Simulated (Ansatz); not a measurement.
# Te2Mo (P6_3/mmc): zone-centre modes under pressure, part 3 of 4

Wanted: Grüneisen parameters and pressure coefficients of the modes of Te2Mo (P6_3/mmc).

Ansatz 0.2.0; DFT LDA, scalar-relativistic, plane waves, PAW; PAW set soft_1.

So far, highest optical mode at the zone centre (no LO-TO term) (cm⁻¹): step 4 (modes at rest) 296.

In doubt: the program warns that the response may not be converged on this k-mesh (steps 6, 8), which bears on the force constants and all frequencies.

### Step 6. Modes of this member: 1.06 times the volume at rest

The zone-centre modes follow for 1.06 times the volume at rest, with the response to a field.

The input, input.yaml:

```yaml
crystal:
  lattice:
    - [3.4963706757, 0.0, 0.0]
    - [-1.7481853379, 3.0279458262, 0.0]
    - [0.0, 0.0, 14.4096952925]
  atoms:
    - { symbol: Mo, position: [0.3333333333, 0.6666666667, 0.25] }
    - { symbol: Mo, position: [0.6666666667, 0.3333333333, 0.75] }
    - { symbol: Te, position: [0.3333333333, 0.6666666667, 0.6256686833] }
    - { symbol: Te, position: [0.6666666667, 0.3333333333, 0.1256686833] }
    - { symbol: Te, position: [0.3333333333, 0.6666666667, 0.8743313167] }
    - { symbol: Te, position: [0.6666666667, 0.3333333333, 0.3743313167] }
kpoints:
  mp_grid: { grid: [9, 9, 2] }
hamiltonian:
  xc: lda
  pseudopotentials: { kind: paw, azcp: { folder: soft_1 }, xc_functional: pbe }
scf:
  occupations: { method: fixed }
output:
  eigenvalues: true
phonons:
  method: dfpt
  dielectric: true
  rigid_motions: translations
```

Launch:

```bash
$ ansatz run input.yaml --threads 8 --pin off --max-ram 16384MiB --backend cpu --events-out ev --progress --plain --runs-dir out
```

Numbers of over 12 decimals in the logs are rounded to 6 here.

What it wrote:

```text
[...]
Crystal: 6 atoms, lattice volume = 152.553 Å³
Basis set: ecut = 420 eV, 2971 PW (Γ), exchange–correlation on 48×48×200 points (8 copies of the dense FFT grid, shifted against one another)
Bands: 56, of which v1, the nominal top of the filled ones, is band 46 counted from 1 (45 counted from 0)
Symmetry: 24 space group operations
k-points: 50 of 162 (irreducible under 2 space group operations, time reversal used)
[...]
SCF iter   1: F=—  HF=-36998.248797 eV  |F-HF|=—  |Δ(HF+E_count)|=         —  Δρ=5.52e-2  dr2=6.61e0  ethr=3.10e-3  ⟨swp⟩=5.0  Hψ=9076  notcnv=0  defer=333
[...]
SCF iter  11: F=-36996.561203 eV  HF=-36996.561203 eV  |F-HF|=1.46e-11  |Δ(HF+E_count)|=  2.98e-10  Δρ=1.68e-7  dr2=4.96e-11  ethr=1.00e-12  ⟨swp⟩=13.5  Hψ=18887  notcnv=0
SCF 1 converged in 11 iterations: F = -36996.561203 eV  dr2 = 4.96e-11
[...]
Bands: 47, of which v1, the nominal top of the filled ones, is band 46 counted from 1 (45 counted from 0)
k-points: 112 of 784 (irreducible under 8 space group operations)
[...]
Eigensolver: Dense (112 Hₖ)
SCF iter   1: F=—  HF=-36996.196247 eV  |F-HF|=—  |Δ(HF+E_count)|=         —  Δρ=3.58e-4  dr2=1.23e-4  ethr=1.00e-1
[...]
SCF iter   6: F=-36996.196229 eV  HF=-36996.196229 eV  |F-HF|=4.48e-9  |Δ(HF+E_count)|=   2.44e-8  Δρ=1.79e-6  dr2=1.31e-8  ethr=1.09e-10
SCF 1 converged in 6 iterations: F = -36996.196229 eV  dr2 = 1.31e-8
[...]
SCF converged after 11 iterations
Free energy (F): -36996.561203 eV
[...]
Internal energy: -36996.561203 eV  (E = F + TS)
E sigma→0 (E₀):  -36996.561203 eV
Fermi energy:    11.712678 eV
[...]
--- Band table (eV; the first three rows and the last of 50) ---
  k-point 0: bands = [... 42 lower, 10.7923, 10.7923, 11.1492, 11.6906, 14.8337, 14.8337, 14.9174, 14.9174, ... 6 higher]
  k-point 1: bands = [... 42 lower, 10.7821, 10.7821, 11.5628, 11.5628, 14.8641, 14.8641, 14.8641, 14.8641, ... 6 higher]
  k-point 2: bands = [... 42 lower, 10.7422, 10.7938, 11.5269, 11.5496, 14.2711, 14.2729, 14.2856, 14.3918, ... 6 higher]
  k-point 49: bands = [... 42 lower, 10.4123, 10.4123, 11.2260, 11.2260, 12.9453, 12.9453, 13.4417, 13.4417, ... 6 higher]
[...]
ASR residual: 1.871e-4 → 0.000e0 eV/Å²; symmetrization residual: 2.703e-5 eV/Å²
  ASR residual per site (eV/Å²): 1.87e-4 1.87e-4 5.99e-5 5.99e-5 5.99e-5 5.99e-5
[...]
ε∞ (high-frequency dielectric tensor):
       19.134526    -0.000000     0.000000
       -0.000000    19.134526     0.000000
        0.000000     0.000000     8.977534
  ε⁰ (static dielectric tensor: ions relaxed, cell fixed):
       20.873244    -0.000000    -0.000000
       -0.000000    20.873244     0.000000
       -0.000000     0.000000     9.216223
  ε⁰ − ε∞ (ionic part):
        1.738718    -0.000000    -0.000000
       -0.000000     1.738718     0.000000
       -0.000000     0.000000     0.238689
[...]
Born effective charges Z* (e; rows j = field, columns β = displacement):
    site 0:
        -3.26220    0.00000   -0.00000
         0.00000   -3.26220    0.00000
        -0.00000    0.00000   -1.47192
    site 1:
        -3.26220    0.00000   -0.00000
         0.00000   -3.26220    0.00000
        -0.00000    0.00000   -1.47192
    site 2:
         1.63110   -0.00000    0.00000
        -0.00000    1.63110   -0.00000
         0.00000    0.00000    0.73596
    site 3:
         1.63110   -0.00000    0.00000
        -0.00000    1.63110   -0.00000
        -0.00000    0.00000    0.73596
    site 4:
         1.63110   -0.00000   -0.00000
        -0.00000    1.63110    0.00000
         0.00000   -0.00000    0.73596
    site 5:
         1.63110   -0.00000   -0.00000
        -0.00000    1.63110    0.00000
         0.00000   -0.00000    0.73596
  Z* charge neutrality: 1.533e-2 e pre-enforcement
  solved inside a basis spanned on kpoints, on 14×14×4 k-points, its susceptibility summed on 16×16×4: ε∞ is read to err by 1.0e-1, Z* by 2.7e-2 e (field_mesh: kpoints solves on kpoints); Z* is corrected for what the basis lacks
  optical modes at Γ without the LO–TO term, one row a degenerate level:
      ω (cm⁻¹)  modes    IR ((D/Å)²/amu)
         17.90      1             0.0000
         18.97      2             0.0000
        118.30      2             0.0000
        119.19      2             0.0000
        173.38      1             0.0000
        173.61      1             0.0000
        237.96      2            14.0835
        238.08      2             0.0000
        289.78      1             1.4336
        293.79      1             0.0000
  optical modes at Γ + LO–TO along q̂ = [1.0000, 0.0000, 0.0000]:
      ω (cm⁻¹)  modes    IR ((D/Å)²/amu)
         17.90      1             0.0000
         18.97      2             0.0000
        118.30      2             0.0000
[...]
optical modes at Γ + LO–TO along q̂ = [0.0000, 1.0000, 0.0000]:
      ω (cm⁻¹)  modes    IR ((D/Å)²/amu)
[...]
289.78      1             1.4336
        293.79      1             0.0000
  optical modes at Γ + LO–TO along q̂ = [0.0000, 0.0000, 1.0000]:
      ω (cm⁻¹)  modes    IR ((D/Å)²/amu)
         17.90      1             0.0000
         18.97      2             0.0000
        118.30      2             0.0000
        119.19      2             0.0000
        173.38      1             0.0000
        173.61      1             0.0000
        237.96      2            14.0835
        238.08      2             0.0000
        293.61      1             1.4336
        293.79      1             0.0000
```

Run time: 2.8 min. Hardware: 8 threads of Arm Neoverse N1, shared host; peak memory 2.2 GiB.

Numbers from this step:

| Item | Value |
| --- | --- |
| sum-rule residual before enforcement | 1.87e-4 eV/Å² |
| miss of the charge sum rule | 0.01533 e |
| estimated error of the dielectric tensor | 0.1010 |
| estimated error of the Born charges | 0.02691 e |
| highest optical mode at the zone centre (no LO-TO term) | 293.8 cm⁻¹ |
| lowest optical zone-centre mode | 17.9 cm⁻¹ |
| mean high-frequency dielectric constant | 15.75 |
| largest Born charge (third of the trace) | -2.665 e |
| mean static dielectric constant | 16.99 |
| top of the zone-centre spectrum with the field | 293.8 cm⁻¹ |

Without the LO-TO term. Patterns of degenerate modes are one choice out of their space. The modes at Γ (shares of kinetic energy by element, %):

| mode | frequency (cm⁻¹) | symmetry | Mo % | Te % |
| --- | --- | --- | --- | --- |
| 1 | 0.0 | acoustic | 27 | 73 |
| 2 | 0.0 | acoustic | 27 | 73 |
| 3 | 0.0 | acoustic | 27 | 73 |
| 4 | 17.9 | B1g | 27 | 73 |
| 5 | 19.0 | E2g | 27 | 73 |
| 6 | 19.0 | E2g | 27 | 73 |
| 7 | 118.3 | E2u | 0 | 100 |
| 8 | 118.3 | E2u | 0 | 100 |
| 9 | 119.2 | E1g | 0 | 100 |
| 10 | 119.2 | E1g | 0 | 100 |
| 11 | 173.4 | B2u | 0 | 100 |
| 12 | 173.6 | A1g | 0 | 100 |
| 13 | 238.0 | E1u | 73 | 27 |
| 14 | 238.0 | E1u | 73 | 27 |
| 15 | 238.1 | E2g | 73 | 27 |
| 16 | 238.1 | E2g | 73 | 27 |
| 17 | 289.8 | A2u | 73 | 27 |
| 18 | 293.8 | B1g | 73 | 27 |

Transverse modes. Lines of the infrared spectrum (strongest = 100):

| position (cm⁻¹) | lines merged | relative intensity |
| --- | --- | --- |
| 18 | 1 | 0.0 |
| 19 | 1 | 0.0 |
| 118 | 1 | 0.0 |
| 119 | 1 | 0.0 |
| 173 | 1 | 0.0 |
| 174 | 1 | 0.0 |
| 238 | 2 | 100 |
| 290 | 1 | 10 |
| 294 | 1 | 0.0 |

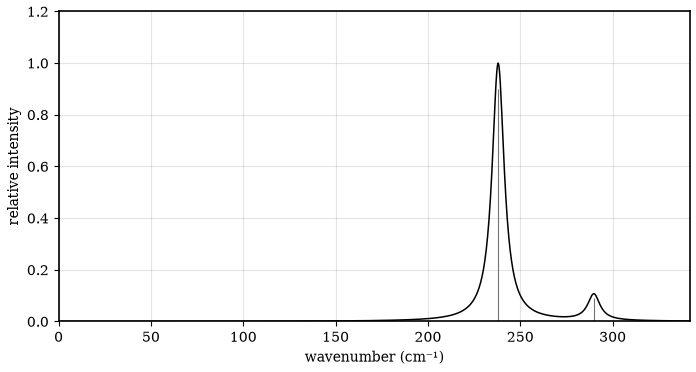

The infrared spectrum, broadened with Lorentzians of width 8 cm⁻¹; bars mark the lines.

Without the LO-TO term the lowest optical mode is real, 17.9 cm⁻¹, and the highest lies at 293.8 cm⁻¹.

The log warns of the k mesh: “the force constants stand on the 9×9×2 k-mesh, whose period is 13.21 times the interband length at k = (0.1111, 0.1111, 0.0000), direct gap 1.860 eV, under 14: take them and everything formed from them as unconverged”. So the frequencies of this run count as unconverged too.

### Step 7. Relaxation of a member: 0.9 times the volume at rest

The cell is set to 0.9 times the volume at rest, and shape and atoms relax at that volume.

The input, input.yaml:

```yaml
crystal:
  lattice:
    - [3.381251871, 0.0, 0.0]
    - [-1.6906259355, 2.9282500169, 0.0]
    - [0.0, 0.0, 13.0819153383]
  atoms:
    - { symbol: Mo, position: [0.3333333333, 0.6666666667, 0.25] }
    - { symbol: Mo, position: [0.6666666667, 0.3333333333, 0.75] }
    - { symbol: Te, position: [0.3333333333, 0.6666666667, 0.612967639] }
    - { symbol: Te, position: [0.6666666667, 0.3333333333, 0.112967639] }
    - { symbol: Te, position: [0.3333333333, 0.6666666667, 0.887032361] }
    - { symbol: Te, position: [0.6666666667, 0.3333333333, 0.387032361] }
kpoints:
  mp_grid: { grid: [9, 9, 2] }
hamiltonian:
  xc: lda
  pseudopotentials: { kind: paw, azcp: { folder: soft_1 }, xc_functional: pbe }
scf:
  occupations: { method: gaussian, width: 0.02 }
output:
  forces: true
  stress: true
  eigenvalues: true
relax:
  adjacent_minimum: "off"
  f_tol: 0.001
  max_steps: 60
  cell: { stress_tol: 0.01, fix: [volume] }
```

What it wrote:

```text
[...]
Crystal: 6 atoms, lattice volume = 129.526 Å³
Basis set: ecut = 420 eV, 2527 PW (Γ)
Bands: 56, of which v1, the nominal top of the filled ones, is band 46 counted from 1 (45 counted from 0)
Symmetry: 24 space group operations
[...]
k-points: 24 of 162
[...]
cell:  # Å, volume = 129.5260 Å³
    - [3.384115, 0, 0]
    - [-1.692057, 2.930729, 0]
    - [2.0477970590247616e-19, 0, 13.059791]
  atoms:
    - { symbol: Mo, position: [0.333333, 0.666667, 0.25] }
    - { symbol: Mo, position: [0.666667, 0.333333, 0.75] }
    - { symbol: Te, position: [0.333333, 0.666667, 0.611510] }
    - { symbol: Te, position: [0.666667, 0.333333, 0.111510] }
    - { symbol: Te, position: [0.333333, 0.666667, 0.888490] }
    - { symbol: Te, position: [0.666667, 0.333333, 0.388490] }
[key lines of the parts left out:]
SCF converged after 8 iterations
Free energy (F): -36996.343084 eV
Fermi energy:    15.330188 eV
P = ⅓ Tr σ = 6.9840 GPa (69.840 kbar)
```

Wall time 17 s (8 threads); peak memory 0.67 GiB; 2 min of CPU time.

The steps of the relaxation:

| step | energy less that of the first step (eV) | largest force component (eV/Å) | pressure (GPa) | volume (Å³) |
| --- | --- | --- | --- | --- |
| 1 | 0.0000 | 0.3175 | 8.27 | 129.53 |
| 2 | 0.0975 | 0.9233 | 3.45 | 129.53 |
| 3 | -0.0112 | 0.0267 | 6.90 | 129.53 |
| 4 | -0.0107 | 0.0008 | 6.96 | 129.53 |
| 5 | -0.0115 | 0.0002 | 6.98 | 129.53 |
| 6* | -0.0115 | 0.0002 | 6.98 | 129.53 |

Relaxation steps marked * repeat the geometry before them on a plane-wave basis chosen anew for their cell, so energy and pressure can jump there. Relaxation steps 2, 4 were tried and not accepted.

Forces are held to the 24 operations that the run works with; a distortion that breaks them can't arise in this run.

| conventional cell, symmetrised | before | after | change |
| --- | --- | --- | --- |
| a (Å) | 3.381 | 3.384 | +0.1 % |
| b (Å) | 3.381 | 3.384 | +0.1 % |
| c (Å) | 13.082 | 13.060 | -0.2 % |
| volume (Å³/atom) | 21.59 | 21.59 | -0.0 % |

The atoms that moved most (Å, as changes of fractional coordinates times the final cell):

| atom | dx | dy | dz | length |
| --- | --- | --- | --- | --- |
| Te6 | 0.000 | 0.000 | 0.019 | 0.019 |
| Te5 | 0.000 | 0.000 | 0.019 | 0.019 |
| Te4 | 0.000 | 0.000 | -0.019 | 0.019 |
| Te3 | 0.000 | 0.000 | -0.019 | 0.019 |

Final coordinates:

```xyz
6
Lattice="3.3841 0.0000 0.0000 -1.6921 2.9307 0.0000 0.0000 0.0000 13.0598" Properties=species:S:1:pos:R:3 pbc="T T T"
Mo    0.0000    1.9538    3.2649
Mo    1.6921    0.9769    9.7948
Te    0.0000    1.9538    7.9862
Te    1.6921    0.9769    1.4563
Te    0.0000    1.9538   11.6035
Te    1.6921    0.9769    5.0736
```

Numbers from this step:

```
pressure          : 6.984 GPa
gap on the k-mesh : 0.2611 eV
volume per atom   : 21.59 Å³
```

The largest force component left is 0.20 meV/Å, at a pressure of 6.98 GPa.

### Step 8. Modes of this member: 0.9 times the volume at rest

The zone-centre modes follow for 0.9 times the volume at rest, with the response to a field.

The input, input.yaml:

```yaml
crystal:
  lattice:
    - [3.3841147407, 0.0, 0.0]
    - [-1.6920573703, 2.9307293348, 0.0]
    - [0.0, 0.0, 13.0597908066]
  atoms:
    - { symbol: Mo, position: [0.3333333333, 0.6666666667, 0.25] }
    - { symbol: Mo, position: [0.6666666667, 0.3333333333, 0.75] }
    - { symbol: Te, position: [0.3333333333, 0.6666666667, 0.6115101723] }
    - { symbol: Te, position: [0.6666666667, 0.3333333333, 0.1115101723] }
    - { symbol: Te, position: [0.3333333333, 0.6666666667, 0.8884898277] }
    - { symbol: Te, position: [0.6666666667, 0.3333333333, 0.3884898277] }
kpoints:
  mp_grid: { grid: [9, 9, 2] }
hamiltonian:
  xc: lda
  pseudopotentials: { kind: paw, azcp: { folder: soft_1 }, xc_functional: pbe }
scf:
  occupations: { method: fixed }
output:
  eigenvalues: true
phonons:
  method: dfpt
  dielectric: true
  rigid_motions: translations
```

What it wrote:

```text
[...]
Crystal: 6 atoms, lattice volume = 129.526 Å³
Basis set: ecut = 420 eV, 2527 PW (Γ), exchange–correlation on 48×48×180 points (8 copies of the dense FFT grid, shifted against one another)
Bands: 56, of which v1, the nominal top of the filled ones, is band 46 counted from 1 (45 counted from 0)
Symmetry: 24 space group operations
k-points: 50 of 162 (irreducible under 2 space group operations, time reversal used)
[...]
ω (cm⁻¹)  modes    IR ((D/Å)²/amu)
[...]
optical modes at Γ + LO–TO along q̂ = [0.0000, 1.0000, 0.0000]:
      ω (cm⁻¹)  modes    IR ((D/Å)²/amu)
[...]
optical modes at Γ + LO–TO along q̂ = [0.0000, 0.0000, 1.0000]:
      ω (cm⁻¹)  modes    IR ((D/Å)²/amu)
[...]
247.18      2            15.2412
        247.32      2             0.0000
        303.12      1             3.2604
        309.05      1             0.0000
[key lines of the parts left out:]
SCF converged after 11 iterations
Free energy (F): -36996.343085 eV
Fermi energy:    15.199650 eV
```

The job ended after 4.3 min (8 threads; peak memory 5.1 GiB).

This step gave:

```yaml
sum_rule_residual_before_enforcement: 8.58e-5 eV/Å²
miss_of_the_charge_sum_rule: 0.008479 e
estimated_error_of_the_dielectric_tensor: 0.09069
estimated_error_of_the_born_charges: 0.04555 e
highest_optical_mode_at_the_zone_centre_no_lo_to_term: 309.1 cm⁻¹
lowest_optical_zone_centre_mode: 45.31 cm⁻¹
mean_high_frequency_dielectric_constant: 20.63
largest_born_charge_third_of_the_trace: -3.002 e
mean_static_dielectric_constant: 22.20
top_of_the_zone_centre_spectrum_with_the_field: 309.1 cm⁻¹
```

[end of part 3 of 4]

[Logs are printed without paths, hosts, clocks, repeated set-up lines and the standing remarks that a program may print on its own settings, such as how far it seeks lower states.]

[Hosts, paths, dates, database ids (printed as entryN), source tags and the programs' standing remarks are cut or masked in the printed files.]
